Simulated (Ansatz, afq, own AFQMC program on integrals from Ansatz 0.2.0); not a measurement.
# AlBH2 (triplet): AFQMC on the coupled-cluster ladder at distance B1–Al2 = 2.079 Å, cc-pVDZ, part 2 of 2

Ansatz 0.2.0, Gaussian basis, and an in-house AFQMC program (afq) on its integrals; all values are calculated; cc-pVDZ, frozen cores. Earlier steps stand in the parts before.

## Step 9: CCSDT(Q) on UHF

Input file in.yaml:

```yaml
crystal:
  periodic: [false, false, false]
  atoms:
    - {symbol: B, position_ang: [0.000000, 0.000000, 1.551119]}
    - {symbol: Al, position_ang: [0.000000, 0.000000, -0.528209]}
    - {symbol: H, position_ang: [0.000000, -1.411327, -1.248716]}
    - {symbol: H, position_ang: [0.000000, 1.411327, -1.248716]}
basis:
  gaussian: {orbitals: cc-pVDZ}
magnetization: {spin_polarized: true, initial_magnetization: 2}
correlation: {method: ccsdt_q, electrons: outside_noble_gas}
```

On the command line:

```bash
$ ansatz run in.yaml --threads 1 --pin off --events-out ev --progress --plain --max-ram 1382MiB
```

What it wrote, shortened:

```text
Functional definition: HF
  name "HF"
  cite "Fock, Z. Phys. 61, 126 (1930) doi:10.1007/BF01340294"
  parent pbe
[...]
785 factors; integrals over basis functions are off by at most 1.4e-7 eV
[...]
mean field -7282.43227664 eV, -267.6244499566 hartree, gradient 3.0e-6 eV, S^2 2.005190; 7 other end points of the search recorded, 0 dependent functions left out
determinant -7282.43227664 eV, -267.6244499566 hartree, with singles and doubles -7286.14848864 eV, -267.7610182285 hartree
determinant -7281.95309919 eV, -267.6068405103 hartree, with singles and doubles -7285.56231084 eV, -267.7394765919 hartree
determinant -7280.80308334 eV, -267.5645782071 hartree, with singles and doubles -7284.53831599 eV, -267.7018454753 hartree
6 core orbitals not correlated: weight in the atoms' cores, before any rotation towards them, 1.000 or more for the frozen orbitals, at most 0.000 for the correlated occupied ones
reference -7282.43227664 eV, -267.6244499566 hartree; 5, 3 occupied and 31, 33 virtual orbitals, 785 factors
second order -2.75614449 eV of doubles, -0.00000000 eV of singles
cycle   1  -3.39392326 eV  change   -6.4e-1 eV  update   7.4e-2
[...]
cycle  18  -3.84146320 eV  change   -2.5e-7 eV  update   5.1e-7
perturbative correction -0.00419732 eV, -0.0001542485 hartree
Total energy: -7286.27793715 eV, -267.7657753737 hartree
```

It took 8.5 s on 1 thread of Intel Xeon Platinum 8488C (Sapphire Rapids), shared host.

From the report: ⟨S²⟩ of the determinant 2.005 (pure triplet: 2.00); correlation -3.8457 eV; T1 0.032; largest double amplitude 0.07.

## Step 10: Phaseless AFQMC, CISD trial on UHF

It reads the integrals that the CCSD(T) run on this determinant wrote.

On the command line:

```bash
$ afq ham --method phaseless --trial cisd --walkers 60 --populations 1 --least-time 40 --time-step 0.005 --steps-per-block 50 --equilibration-blocks 28 --max-blocks 300 --target-error 0.00034 --factor-cut 1e-05 --start spin_pure --seed 2497 --release-times 0.24,0.51,0.99,1.62,2.4 --release-step 0.03 --release-every 4 --taylor-order 6
```

What it wrote:

```text
orbitals 36  electrons 5 3  factors 268 of 399
reference energy -267.62444814 Eh
CCSD correlation -0.13657018 Eh in 12 cycles, weight of the determinant in the CISD state 0.8906
energy of the start -267.760973 Eh
 block  time / (1/Eh)  mean weight  energy / Eh
     1     0.250  0.9981  -267.759591
     2     0.500  1.0001  -267.760042
     3     0.750  1.0011  -267.760749
     4     1.000  1.0013  -267.761066
     5     1.250  1.0001  -267.761202
     6     1.500  1.0011  -267.761748
     7     1.750  0.9996  -267.761538
     8     2.000  0.9994  -267.761806
     9     2.250  1.0013  -267.762526
    10     2.500  1.0009  -267.764181
    13     3.250  1.0005  -267.763439
    17     4.250  1.0012  -267.764689
    21     5.250  0.9991  -267.766506
    25     6.250  1.0003  -267.767017
    29     7.250  1.0002  -267.763637
    33     8.250  1.0000  -267.763796
    37     9.250  0.9989  -267.764763
    41    10.250  0.9992  -267.766172
    45    11.250  0.9984  -267.770218
    49    12.250  0.9983  -267.765550
    53    13.250  0.9997  -267.766422
    57    14.250  0.9985  -267.765571
    61    15.250  0.9999  -267.767267
    65    16.250  1.0015  -267.765566
    69    17.250  1.0009  -267.765503
    73    18.250  0.9971  -267.771756
    77    19.250  1.0010  -267.770441
    81    20.250  1.0000  -267.768833
    85    21.250  0.9988  -267.767793
    89    22.250  1.0017  -267.765779
    93    23.250  1.0004  -267.766414
    97    24.250  0.9991  -267.765182
   101    25.250  0.9993  -267.768080
   105    26.250  1.0005  -267.768555
   109    27.250  1.0015  -267.763256
   113    28.250  0.9998  -267.763459
   117    29.250  1.0009  -267.766506
   121    30.250  1.0015  -267.765704
   125    31.250  1.0028  -267.764259
   129    32.250  0.9981  -267.763757
   133    33.250  0.9997  -267.765507
   137    34.250  0.9990  -267.772459
   141    35.250  1.0012  -267.764721
   145    36.250  1.0003  -267.766983
   149    37.250  1.0007  -267.764313
   153    38.250  1.0016  -267.765102
   157    39.250  0.9988  -267.763525
   161    40.250  0.9992  -267.764298
   165    41.250  0.9991  -267.763363
   169    42.250  1.0003  -267.764957
   173    43.250  0.9986  -267.766171
   177    44.250  0.9989  -267.763028
   181    45.250  1.0004  -267.763756
   185    46.250  1.0000  -267.765971
blocks merged  error / Eh  count
     1  0.000187  160
     2  0.000243  80
     4  0.000303  40
     8  0.000339  20
    16  0.000355  10
released: time / (1/Eh)  energy / Eh  error  mean overlap
  0.24  -267.765631  0.000353  1.0026
  0.51  -267.765514  0.000334  1.0074
  0.99  -267.765675  0.000338  1.0003
  1.62  -267.765456  0.000373  1.0099
  2.40  -267.765982  0.000473  0.9879
energy -267.765811 +/- 0.000339 Eh
```

It took 2.7 min on 1 thread of Intel Xeon Platinum 8488C (Sapphire Rapids), shared host.

Energy -7286.2789 ± 0.0092 eV. Caveats: constraint bias not in the error.

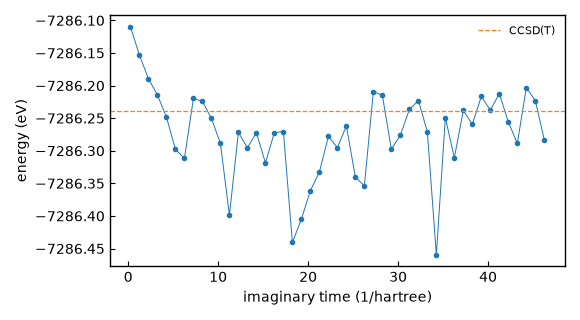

Block energies along the walk.

## Step 11: Phaseless AFQMC, single-determinant trial on UHF

It reads the integrals that the CCSD(T) run on this determinant wrote.

On the command line:

```bash
$ afq ham --method phaseless --trial hf --walkers 120 --populations 1 --least-time 40 --time-step 0.005 --steps-per-block 20 --equilibration-blocks 112 --max-blocks 600 --target-error 0.00102 --factor-cut 1e-05 --start spin_pure --seed 3469 --taylor-order 6
```

What it wrote:

```text
orbitals 36  electrons 5 3  factors 268 of 399
reference energy -267.62444814 Eh
CCSD correlation -0.13657018 Eh in 12 cycles, weight of the determinant in the CISD state 0.8906
energy of the start -267.624480 Eh
 block  time / (1/Eh)  mean weight  energy / Eh
     1     0.100  1.0002  -267.644503
     2     0.200  1.0023  -267.661386
     3     0.300  1.0004  -267.674257
     4     0.400  1.0008  -267.685761
     5     0.500  1.0001  -267.694058
     6     0.600  1.0000  -267.705193
     7     0.700  1.0004  -267.712611
     8     0.800  1.0009  -267.716968
     9     0.900  1.0000  -267.721174
    10     1.000  1.0002  -267.727094
    18     1.800  0.9997  -267.753646
    35     3.500  0.9991  -267.761569
    52     5.200  1.0009  -267.778874
    69     6.900  0.9992  -267.767847
    86     8.600  1.0000  -267.753571
   103    10.300  1.0003  -267.759848
   120    12.000  0.9998  -267.760614
   137    13.700  1.0011  -267.764118
   154    15.400  0.9998  -267.742527
   171    17.100  1.0003  -267.779560
   188    18.800  1.0007  -267.761605
   205    20.500  0.9999  -267.754251
   222    22.200  1.0006  -267.761887
   239    23.900  1.0004  -267.754091
   256    25.600  1.0013  -267.760531
   273    27.300  0.9995  -267.759227
   290    29.000  0.9993  -267.795159
   307    30.700  1.0013  -267.770834
   324    32.400  0.9995  -267.776360
   341    34.100  1.0001  -267.756506
   358    35.800  0.9989  -267.756047
   375    37.500  1.0005  -267.770550
   392    39.200  0.9994  -267.764221
   409    40.900  0.9996  -267.759419
   426    42.600  0.9992  -267.763890
   443    44.300  0.9999  -267.756892
   460    46.000  1.0010  -267.774766
   477    47.700  1.0006  -267.756140
   494    49.400  1.0001  -267.765809
   511    51.100  0.9998  -267.774824
   528    52.800  1.0009  -267.763885
   545    54.500  0.9992  -267.777839
   562    56.200  1.0000  -267.755136
   579    57.900  1.0013  -267.772225
   596    59.600  0.9992  -267.761990
   613    61.300  0.9980  -267.757222
   630    63.000  0.9981  -267.751137
   647    64.700  0.9990  -267.761597
   664    66.400  0.9984  -267.774579
   681    68.100  1.0007  -267.759534
   698    69.800  1.0005  -267.771982
blocks merged  error / Eh  count
     1  0.000394  600
     2  0.000536  300
     4  0.000718  150
     8  0.000949  75
    16  0.001150  37
    32  0.001324  18
    64  0.001628  9
energy -267.764548 +/- 0.001324 Eh
```

Run time: 2.8 min. Hardware: 1 thread of Intel Xeon Platinum 8488C (Sapphire Rapids), shared host.

Energy -7286.2445 ± 0.0360 eV. Caveats: constraint bias not in the error. The error still grows with block length (0.0313 to 0.0443 eV), so the bar may be too small.

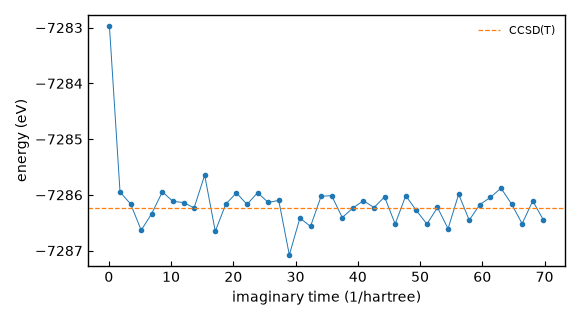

Block energies along the walk.

## Step 12: Free-projection AFQMC, CISD trial on UHF

It reads the integrals that the CCSD(T) run on this determinant wrote.

On the command line:

```bash
$ afq ham --method free --trial cisd --walkers 60 --time-step 0.03 --max-blocks 80 --target-error 0.00034 --factor-cut 1e-05 --seed 6333 --times 0,0.3,0.6,1.2,1.8,2.4,3.6,4.8,6 --taylor-order 8
```

What it wrote:

```text
orbitals 36  electrons 5 3  factors 268 of 399
reference energy -267.62444814 Eh
CCSD correlation -0.13657018 Eh in 12 cycles, weight of the determinant in the CISD state 0.8906
repeat  energy at the last time / Eh  error
    10  -267.765902  0.000863
    20  -267.766474  0.000714
    30  -267.766011  0.000595
    40  -267.766174  0.000495
    50  -267.766140  0.000459
    60  -267.766239  0.000416
    70  -267.765776  0.000382
    80  -267.765733  0.000355
time / (1/Eh)  energy / Eh  error  mean overlap
  0.00  -267.761112  0.000048  1.1236
  0.30  -267.762964  0.000078  1.1213
  0.60  -267.764006  0.000096  1.1169
  1.20  -267.764988  0.000098  1.1100
  1.80  -267.765341  0.000117  1.1131
  2.40  -267.765501  0.000125  1.1139
  3.60  -267.765448  0.000226  1.1146
  4.80  -267.766100  0.000304  1.1070
  6.00  -267.765733  0.000355  1.1017
energy -267.765733 +/- 0.000355 Eh
```

It took 3.4 min on 1 thread of Intel Xeon Platinum 8488C (Sapphire Rapids), shared host.

Energy -7286.2768 ± 0.0097 eV. Caveats: remainder of the start not in the error.

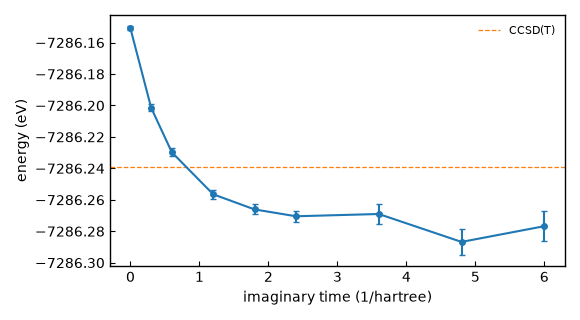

Energy against projection time, with error bars.

## Step 13: AFQMC on the ladder

On the UHF determinant, counted from CCSDT(Q) (a yardstick, not exact):

```csv
level,energy (eV),from CCSDT(Q) (kcal/mol),statistical error (kcal/mol),time
HF,-7282.4322,+88.68,,
MP2,-7285.1883,+25.13,,
CCSD,-7286.1485,+2.99,,
CCSD(T),-7286.2394,+0.89,,
CCSDT(Q),-7286.2779,0.00,,
"Phaseless AFQMC, CISD trial, step 0.005, 60 walkers",-7286.2789,-0.02,0.21,2.7 min
"Phaseless AFQMC, single-determinant trial, step 0.005, 120 walkers",-7286.2445,+0.77,0.83,2.8 min
"Free-projection AFQMC, CISD trial, step 0.03, 60 walkers",-7286.2768,+0.03,0.22,3.4 min
```

The functionals' totals stand on their own zeros and serve differences with other points: PBE -7295.533 eV; r2SCAN -7299.484 eV; PBE0 -7296.472 eV; B3LYP -7301.391 eV; wB97M-V -7299.539 eV; B2PLYP -7296.439 eV.

## Step 14: What came out

This closing draws on all 2 parts.

| quantity | value |
| --- | --- |
| CCSD(T) on UHF from CCSDT(Q) | +0.89 kcal/mol |
| Phaseless AFQMC, CISD trial on UHF from CCSDT(Q) | -0.02 ± 0.21 kcal/mol |
| Phaseless AFQMC, single-determinant trial on UHF from CCSDT(Q) | +0.77 ± 0.83 kcal/mol |
| Free-projection AFQMC, CISD trial on UHF from CCSDT(Q) | +0.03 ± 0.22 kcal/mol |

In words: On UHF the phaseless walk with the CISD trial lies -0.02 kcal/mol from CCSDT(Q), within three error bars. Free projection has no constraint; at the last time it gives +0.03 ± 0.22 kcal/mol, and from a start that isn't spin pure other spins can mix in. Error bars are statistical and leave out the constraint, the time step and what remains of the start.
